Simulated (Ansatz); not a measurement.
CBFS (SMILES FB=C=S) (triplet)

The calculation's input:

```
basis:
  gaussian:
    orbitals: def2-TZVPD
crystal:
  periodic: [false, false, false]
  atoms:
    - {symbol: C, position_ang: [0.000000, 0.000000, -0.613114]}
    - {symbol: B, position_ang: [0.000000, 0.000000, 0.754336]}
    - {symbol: F, position_ang: [0.000000, 0.000000, 2.041316]}
    - {symbol: S, position_ang: [0.000000, 0.000000, -2.182538]}
magnetization:
  spin_polarized: true
  initial_magnetization: 2
hamiltonian:
  xc: {name: PBE0}
output: {forces: true, orbitals: {seedname: orbitals}}
```

Launched as:

```sh
ansatz run input.yaml --threads 2 --pin off --max-ram 4350MiB --events-out events.jsonl --progress --plain --runs-dir runs
```

Geometry: PBE0-D4/def2-TZVP.

Level of theory: isolated molecule in a Gaussian basis; Kohn-Sham density functional theory, functional PBE0 in Ansatz 0.2.0.

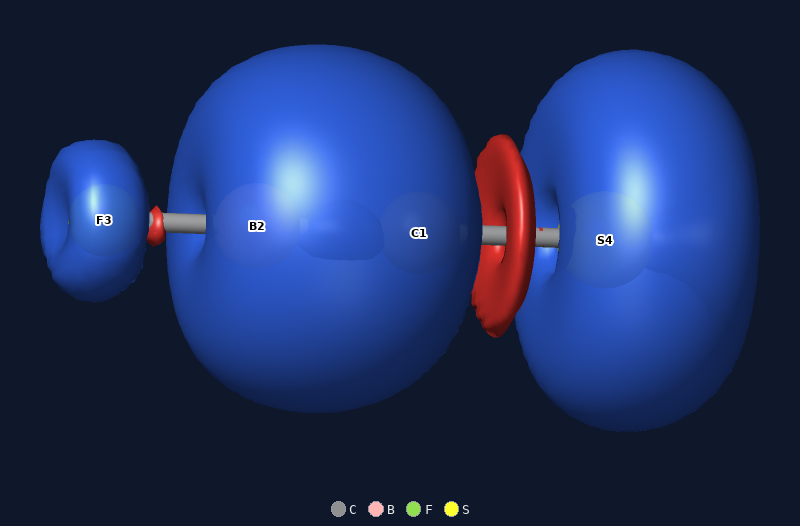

Figure 1. Isosurfaces of the spin density at +0.02 (blue) and −0.02 e/Å³ (red), seen from one side.

### Describe the spin distribution.

The unpaired spin (2 electrons) lies mostly on S4 (about 0.9), B2 (about 0.6), C1 (about 0.5) and F3 (about 0.1), in electrons by Hirshfeld's partition.

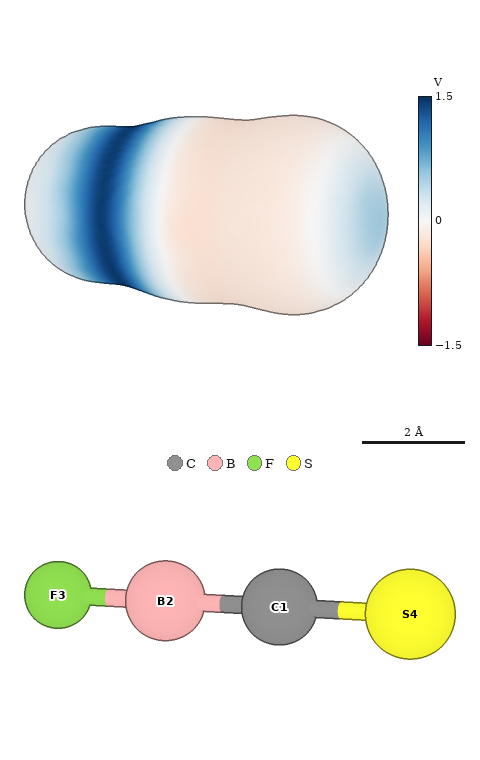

Figure 2. The electrostatic potential painted on the density surface at 0.002 e/bohr³, seen at a tilt; red is negative and blue positive. The bare structure is drawn below in the same view.

### Which sites attract a positive test charge, and which a negative one?

A positive charge is drawn to the negative regions and a negative charge to the positive ones. The most negative region (about −0.3 V) lies over C1, the most positive (about +1.4 V) over B2.

### What dipole moment does the calculation give?

Its dipole moment is 0.96 D.

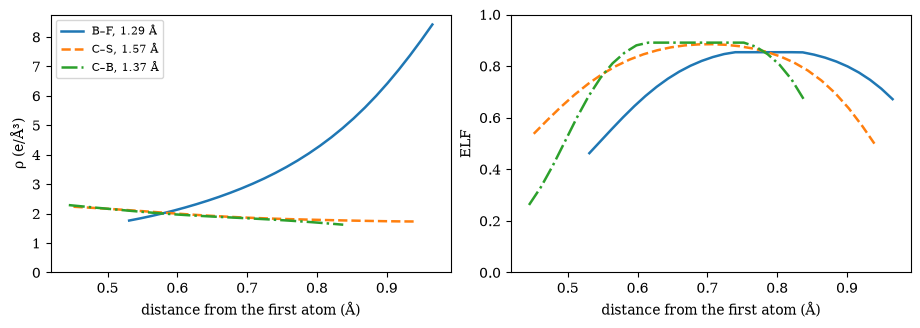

Figure 3. Total electron density and electron localisation function along straight lines between neighbouring atoms. The curves leave out the atomic cores.

### What kind of bonding do the profiles show?

B–F (1.29 Å): ρ at the midpoint is about 2.4 e/Å³; the ELF peaks at about 0.85 between the atoms: a polar covalent bond.
C–S (1.57 Å): the density is about 1.8 e/Å³ at the midpoint; the ELF peaks at about 0.90 between the atoms: a covalent bond.
C–B (1.37 Å): ρ at the midpoint is about 1.9 e/Å³; the ELF peaks at about 0.90 between the atoms; localised, covalent bonding.
